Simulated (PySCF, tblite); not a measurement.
# CH₆O₄P₂Si, a small gas-phase stand-in for a defect centre: NMR shifts, core binding energies and electronic excitations

What NMR shifts, core binding energies and electronic excitations should one expect for `O=P(O)(O)O[C]P[SiH3]`? It is drawn as: twofold C.

Computed with tblite 0.8.0 and PySCF 2.14.0; each step states its level. No surroundings beyond the atoms listed, unless a continuum is named. Atoms count from 0, parts from 1.

## Step 1: Starting point

14 atoms, charge 0, multiplicity 1; geometry: distance geometry start.

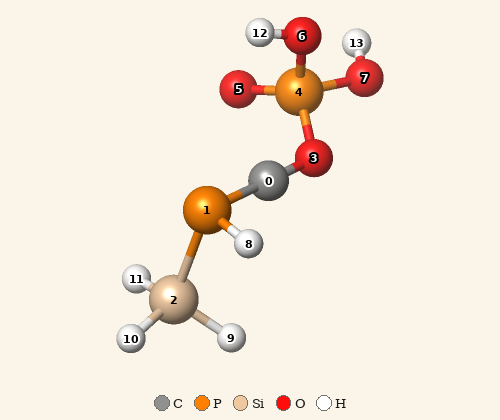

The starting geometry (carbon grey, phosphorus orange, silicon light orange, oxygen red, hydrogen white), atoms numbered.

## Step 2: Geometry optimisation with GFN2-xTB

What the job is given:

```
{"job": {"kind": "relax", "xc": "GFN2-xTB", "basis": "xTB"}, "charge": 0, "multiplicity": 1}
C      0.145695     0.432658     0.543140
P      1.731607    -0.133606     1.275501
Si     3.069063     0.216878    -0.507266
O     -1.026189     0.844678     0.042473
P     -2.164052    -0.251647    -0.246007
O     -1.806579    -1.384738    -1.148810
O     -2.641482    -0.721779     1.211139
O     -3.419382     0.601197    -0.742152
H      2.091469     1.041152     1.956128
H      2.854033     1.586130    -0.992123
H      4.487421     0.044303    -0.053577
H      2.737414    -0.773059    -1.575024
H     -2.036718    -1.423296     1.561024
H     -4.097427    -0.001344    -1.100473
```

Method: GFN2-xTB geometry optimisation, gas phase.

Launch:

```
> OMP_NUM_THREADS=1 python cluster_run.py task.json out
```

One launch serves the whole session: the jobs run in the order shown.

**Question.** The jobs that follow are: PBE0-D3(BJ)/def2-SVP geometry optimisation, gas phase; GIAO PBE0/pcSseg-1 NMR shielding, non-relativistic, gas phase; delta-SCF UKS SCAN, pcX-2 on the ionised atom, pcseg-1 elsewhere, spin-free X2C; TDDFT CAM-B3LYP/def2-SVPD, vertical, gas phase, core orbitals frozen in the response. Predict: point group; rotational constants (main isotopes); 13C shifts against TMS (PBE0/pcSseg-1); 1H shifts against TMS (PBE0/pcSseg-1); 31P shifts against H3PO4 (PBE0/pcSseg-1); 29Si shifts against TMS (PBE0/pcSseg-1); 17O shifts against H2O (PBE0/pcSseg-1); P2p binding energies, SCAN/pcX-2; Si2p binding energies, SCAN/pcX-2; O1s binding energies, SCAN/pcX-2 (standing for 1 of 4 atoms); lowest singlet (CAM-B3LYP/def2-SVPD); brightest single state of those computed; lowest triplet; vertical ionisation energy (ΔSCF); vertical electron affinity (ΔSCF).

**Answer**, as computed:

| quantity | value |
| --- | --- |
| point group | C1 |
| rotational constants (main isotopes) | 2.07, 0.91, 0.75 GHz |
| 13C shifts against TMS (PBE0/pcSseg-1) | 556.5 ppm |
| 1H shifts against TMS (PBE0/pcSseg-1) | 7.06, 4.44, 3.94, 3.92, 3.86, 3.72 ppm |
| 31P shifts against H3PO4 (PBE0/pcSseg-1) | -15.7, -56.3 ppm |
| 29Si shifts against TMS (PBE0/pcSseg-1) | -92.0 ppm |
| 17O shifts against H2O (PBE0/pcSseg-1) | 452.3, 172.4, 118.8, 108.4 ppm |
| P2p binding energies, SCAN/pcX-2 | P4 140.94, P1 136.55 eV |
| Si2p binding energies, SCAN/pcX-2 | Si2 107.13 eV |
| O1s binding energies, SCAN/pcX-2 (standing for 1 of 4 atoms) | O3 539.85 eV |
| lowest singlet (CAM-B3LYP/def2-SVPD) | 2.33 eV (532 nm), f = 0.001 |
| brightest single state of those computed | state 5, 5.99 eV, f = 0.104 |
| lowest triplet | 1.20 eV |
| vertical ionisation energy (ΔSCF) | 7.94 eV |
| vertical electron affinity (ΔSCF) | 0.44 eV |

In words: The start of the PBE0/def2-SVP relaxation was shaken at random by about 0.01 Å, so part of the energy gained, and of the first lengths quoted, undoes that. Relaxing lowered the energy by 0.642 eV in 39 steps; the close pair that moved most is Si2–H9, from 1.440 to 1.502 Å (PBE0/def2-SVP). No frequency check was run at this level, so the end point may be a saddle. Hydrogens of an XH3 group are listed apart at this fixed geometry; free rotation makes them one line at their mean. At PBE0/pcSseg-1: The widest tensor belongs to C0: span 1249 ppm, with a paramagnetic part of -622 ppm. At SCAN/pcX-2: P4 (phosphorus bonded to 4 O) binds its P2p electron 4.39 eV more tightly than P1 (phosphorus bonded to C, Si, H). The lowest singlet, at 2.33 eV, is HOMO→LUMO 0.96 and is dark; of the 6 states computed, the strongest absorption comes from state 5 at 5.99 eV. The lowest triplet lies 1.14 eV below the lowest singlet (triplets in Tamm-Dancoff, singlets in full TDDFT). The orbital energy would give 7.46 eV for ionisation, ΔSCF gives 7.94 eV. A capped cluster stands for the solid here, so long-range fields and strain are missing, and bands or shifts of the capping hydrogens have no counterpart in it.
